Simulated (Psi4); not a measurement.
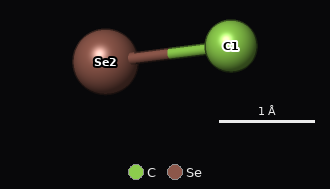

Fig. 1: The structure as given in the input (ball-and-stick view, seen at an oblique angle; atoms are numbered from 1 in the order of the input).

## CSe: single-point calculation (part 1 of 2)

CSe, SMILES [C][Se], computed with CCSD(T)/def2-SVPD, RHF (Psi4 1.11).

The geometry comes from this level: GFN2-xTB.

### Input file (cse.dat)
```
memory 1600 mb

molecule {
  0 1
  C      0.000000     0.000000     0.000000
  Se     0.000000     0.000000     1.654260
  symmetry c1
}

set basis def2-SVPD
set scf_type pk
set num_frozen_docc 10
set basis_guess true

e, wfn = energy("ccsd(t)", return_wfn=True)
print_variables()
```

Run as:
```bash
psi4 -n 1 cse.dat cse.out
```

### Log
```
Psi4 1.11 release

  //>>>>>>>>>>>>>>>>>>>>>>>>>>>>>>>>>>>//
  //    Guess SCF, def2-sv_p_ Basis    //
  //<<<<<<<<<<<<<<<<<<<<<<<<<<<<<<<<<<<//

   => Loading Basis Set <=

    Name: DEF2-SV_P_
    Role: ORBITAL
    Keyword: BASIS

         ---------------------------------------------------------
                           SCF Castup computation
         ---------------------------------------------------------
                                   SCF
                              RHF Reference
                        1 Threads,   1525 MiB Core
         ---------------------------------------------------------

  ==> Geometry <==

    Molecular point group: c1
    Full point group: C_inf_v

    Geometry (in Angstrom), charge = 0, multiplicity = 1:

       Center              X                  Y                   Z               Mass
    ------------   -----------------  -----------------  -----------------  -----------------
         C            0.000000000000     0.000000000000    -1.438290992348    12.000000000000
         SE           0.000000000000     0.000000000000     0.215969007652    79.916521800000

  Running in c1 symmetry.

  Rotational constants: A = ************  B =      0.59042  C =      0.59042 [cm^-1]
  Rotational constants: A = ************  B =  17700.49550  C =  17700.49550 [MHz]
  Nuclear repulsion =   65.257064171702154

  Charge       = 0
  Multiplicity = 1
  Electrons    = 40
  Nalpha       = 20
  Nbeta        = 20

  ==> Algorithm <==

  SCF Algorithm Type is PK.
  DIIS enabled.
  MOM disabled.
  Fractional occupation disabled.
  Guess Type is SAD.
  Energy threshold   = 1.00e-08
  Density threshold  = 1.00e-08
  Integral threshold = 1.00e-12

  ==> Primary Basis <==

  Basis Set: DEF2-SV_P_
    Blend: DEF2-SV_P_
    Number of shells: 18
    Number of basis functions: 46
    Number of Cartesian functions: 50
    Spherical Harmonics?: true
    Max angular momentum: 2

  ==> Integral Setup <==

  Using in-core PK algorithm.
   Calculation information:
      Number of atoms:                   2
      Number of AO shells:              18
      Number of primitives:             42
      Number of atomic orbitals:        50
      Number of basis functions:        46

      Integral cutoff                 1.00e-12
      Number of threads:                 1

  Performing in-core PK
  Using 1169642 doubles for integral storage.
  We computed 14195 shell quartets total.
  Whereas there are 14706 unique shell quartets.

  ==> DiskJK: Disk-Based J/K Matrices <==

    J tasked:                  Yes
    K tasked:                  Yes
    wK tasked:                  No
    Memory [MiB]:             1144
    Schwarz Cutoff:          1E-12

  Minimum eigenvalue in the overlap matrix is 9.0688830505E-03.
  Reciprocal condition number of the overlap matrix is 2.7076151364E-03.
    Using symmetric orthogonalization.

  ==> Pre-Iterations <==

  SCF Guess: Superposition of Atomic Densities via on-the-fly atomic UHF (no occupation information).

   -------------------------
    Irrep   Nso     Nmo
   -------------------------
     A         46      46
   -------------------------
    Total      46      46
   -------------------------

  ==> Iterations <==

                        Total Energy        Delta E     RMS |[F,P]|

   @RHF iter SAD: -2433.90429544895142   -2.43390e+03   0.00000e+00
   @RHF iter   1: -2436.82489027961856   -2.92059e+00   3.36085e-02 ADIIS/DIIS
   @RHF iter   2: -2437.00166210000361   -1.76772e-01   2.30967e-02 ADIIS/DIIS
   @RHF iter   3: -2437.26410101315787   -2.62439e-01   3.64508e-03 ADIIS/DIIS
   @RHF iter   4: -2437.28126088400813   -1.71599e-02   5.39059e-04 ADIIS/DIIS
   @RHF iter   5: -2437.28189210597975   -6.31222e-04   1.63335e-04 ADIIS/DIIS
   @RHF iter   6: -2437.28197548880053   -8.33828e-05   5.20063e-05 DIIS
   @RHF iter   7: -2437.28198638189360   -1.08931e-05   8.06004e-06 DIIS
   @RHF iter   8: -2437.28198662210389   -2.40210e-07   1.54946e-06 DIIS
   @RHF iter   9: -2437.28198662722707   -5.12318e-09   1.76852e-07 DIIS
   @RHF iter  10: -2437.28198662730301   -7.59428e-11   1.84411e-08 DIIS
   @RHF iter  11: -2437.28198662730301    0.00000e+00   1.41126e-09 DIIS
  Energy and wave function converged.

  ==> Post-Iterations <==

    Orbital Energies [Eh]
    ---------------------

    Doubly Occupied:

       1A   -460.827694     2A    -60.657764     3A    -54.273580
       4A    -54.273580     5A    -54.272942     6A    -11.360639
       7A     -8.941395     8A     -6.676606     9A     -6.674658
      10A     -6.674658    11A     -2.665342    12A     -2.662359
      13A     -2.662359    14A     -2.661607    15A     -2.661607
      16A     -1.045157    17A     -0.668901    18A     -0.450342
      19A     -0.428573    20A     -0.428573

    Virtual:

      21A      0.052737    22A      0.052737    23A      0.239874
      24A      0.387901    25A      0.609237    26A      0.635805
      27A      0.638563    28A      0.638563    29A      0.641602
      30A      0.641602    31A      0.751521    32A      0.751521
      33A      0.770098    34A      0.770098    35A      0.820387
      36A      1.234169    37A      1.956071    38A      1.956071
      39A      2.142096    40A      2.142096    41A      2.433709
      42A      3.468797    43A      3.468797    44A      3.541885
      45A      3.541885    46A      3.785561

    Final Occupation by Irrep:
              A
    DOCC [    20 ]
    NA   [    20 ]
    NB   [    20 ]

  @RHF Final Energy: -2437.28198662730301

   => Energetics <=

    Nuclear Repulsion Energy =             65.2570641717021545
    One-Electron Energy =               -3523.1414260125866349
    Two-Electron Energy =                1020.6023752135814675
    Total Energy =                      -2437.2819866273030129

Computation Completed

  //>>>>>>>>>>>>>>>>>>>>>>>>>>>>>>>>>>>//
  //                SCF                //
  //<<<<<<<<<<<<<<<<<<<<<<<<<<<<<<<<<<<//

   => Loading Basis Set <=

    Name: DEF2-SVPD
    Role: ORBITAL
    Keyword: BASIS

         ---------------------------------------------------------
                                   SCF
                              RHF Reference
                        1 Threads,   1525 MiB Core
         ---------------------------------------------------------

  ==> Geometry <==

    Molecular point group: c1
    Full point group: C_inf_v

    Geometry (in Angstrom), charge = 0, multiplicity = 1:

       Center              X                  Y                   Z               Mass
    ------------   -----------------  -----------------  -----------------  -----------------
         C            0.000000000000     0.000000000000    -1.438290992348    12.000000000000
         SE           0.000000000000     0.000000000000     0.215969007652    79.916521800000

  Running in c1 symmetry.

  Rotational constants: A = ************  B =      0.59042  C =      0.59042 [cm^-1]
  Rotational constants: A = ************  B =  17700.49550  C =  17700.49550 [MHz]
  Nuclear repulsion =   65.257064171702154

  Charge       = 0
  Multiplicity = 1
  Electrons    = 40
  Nalpha       = 20
  Nbeta        = 20

  ==> Algorithm <==

  SCF Algorithm Type is PK.
  DIIS enabled.
  MOM disabled.
  Fractional occupation disabled.
  Guess Type is SAD.
  Energy threshold   = 1.00e-08
  Density threshold  = 1.00e-08
  Integral threshold = 1.00e-12

  ==> Primary Basis <==

  Basis Set: DEF2-SVPD
    Blend: DEF2-SVPD
    Number of shells: 23
    Number of basis functions: 61
    Number of Cartesian functions: 67
    Spherical Harmonics?: true
    Max angular momentum: 2

  Computing basis projection from DEF2-SV_P_ to DEF2-SVPD

  ==> Integral Setup <==

  Using in-core PK algorithm.
   Calculation information:
      Number of atoms:                   2
      Number of AO shells:              23
      Number of primitives:             47
      Number of atomic orbitals:        67
      Number of basis functions:        61

      Integral cutoff                 1.00e-12
      Number of threads:                 1

  Performing in-core PK
  Using 3577772 doubles for integral storage.
  We computed 37399 shell quartets total.
  Whereas there are 38226 unique shell quartets.

  ==> DiskJK: Disk-Based J/K Matrices <==

    J tasked:                  Yes
    K tasked:                  Yes
    wK tasked:                  No
    Memory [MiB]:             1144
    Schwarz Cutoff:          1E-12

  Minimum eigenvalue in the overlap matrix is 1.7893664304E-03.
  Reciprocal condition number of the overlap matrix is 3.8849469689E-04.
    Using symmetric orthogonalization.

  ==> Pre-Iterations <==

  SCF Guess: Orbitals guess was supplied from a previous computation.

   -------------------------
    Irrep   Nso     Nmo
   -------------------------
     A         61      61
   -------------------------
    Total      61      61
   -------------------------

  ==> Iterations <==

                        Total Energy        Delta E     RMS |[F,P]|

   @RHF iter   0: -2437.28198662730438   -2.43728e+03   3.82462e-03
   @RHF iter   1: -2437.28507030297123   -3.08368e-03   1.59297e-04 ADIIS/DIIS
   @RHF iter   2: -2437.28521435536322   -1.44052e-04   4.09926e-05 DIIS
   @RHF iter   3: -2437.28522497021231   -1.06148e-05   1.34282e-05 DIIS
   @RHF iter   4: -2437.28522526193728   -2.91725e-07   3.61461e-06 DIIS
   @RHF iter   5: -2437.28522530332339   -4.13861e-08   1.33385e-06 DIIS
   @RHF iter   6: -2437.28522530793680   -4.61341e-09   1.81031e-07 DIIS
   @RHF iter   7: -2437.28522530811415   -1.77351e-10   3.26823e-08 DIIS
   @RHF iter   8: -2437.28522530812097   -6.82121e-12   4.57505e-09 DIIS
  Energy and wave function converged.

  ==> Post-Iterations <==

    Orbital Energies [Eh]
    ---------------------

    Doubly Occupied:

       1A   -460.834075     2A    -60.663155     3A    -54.279096
       4A    -54.279096     5A    -54.278452     6A    -11.365807
       7A     -8.946189     8A     -6.681401     9A     -6.679477
      10A     -6.679477    11A     -2.670208    12A     -2.667212
      13A     -2.667212    14A     -2.666442    15A     -2.666442
      16A     -1.048275    17A     -0.672467    18A     -0.453881
      19A     -0.431276    20A     -0.431276

    Virtual:

      21A      0.039420    22A      0.039420    23A      0.070136
      24A      0.089213    25A      0.101720    26A      0.101720
      27A      0.209152    28A      0.211601    29A      0.211601
      30A      0.235978    31A      0.285926    32A      0.285926
      33A      0.354586    34A      0.401998    35A      0.401998
      36A      0.419048    37A      0.419048    38A      0.436581
      39A      0.614976    40A      0.773409    41A      0.773409
      42A      0.796872    43A      0.796872    44A      0.889135
      45A      0.889135    46A      0.911826    47A      0.989470
      48A      0.996892    49A      0.996892    50A      1.056409
      51A      1.246985    52A      2.074262    53A      2.074262
      54A      2.144716    55A      2.144716    56A      2.565766
      57A      3.571340    58A      3.571340    59A      3.652969
      60A      3.652969    61A      3.805002

    Final Occupation by Irrep:
              A
    DOCC [    20 ]
    NA   [    20 ]
    NB   [    20 ]

  @RHF Final Energy: -2437.28522530812097

   => Energetics <=

    Nuclear Repulsion Energy =             65.2570641717021545
    One-Electron Energy =               -3522.9627415928703158
    Two-Electron Energy =                1020.4204521130475314
    Total Energy =                      -2437.2852253081209710

Computation Completed

Properties will be evaluated at   0.000000,   0.000000,   0.000000 [a0]

Properties computed using the SCF density matrix

 Multipole Moments:

 ------------------------------------------------------------------------------------
     Multipole            Electronic (a.u.)      Nuclear  (a.u.)        Total (a.u.)
 ------------------------------------------------------------------------------------

 L = 1.  Multiply by 2.5417464519 to convert [e a0] to [Debye]
 Dipole X            :         -0.0000000            0.0000000           -0.0000000
 Dipole Y            :          0.0000000            0.0000000            0.0000000
 Dipole Z            :          3.1971274           -2.4316990            0.7654284
 Magnitude           :                                                    0.7654284
```
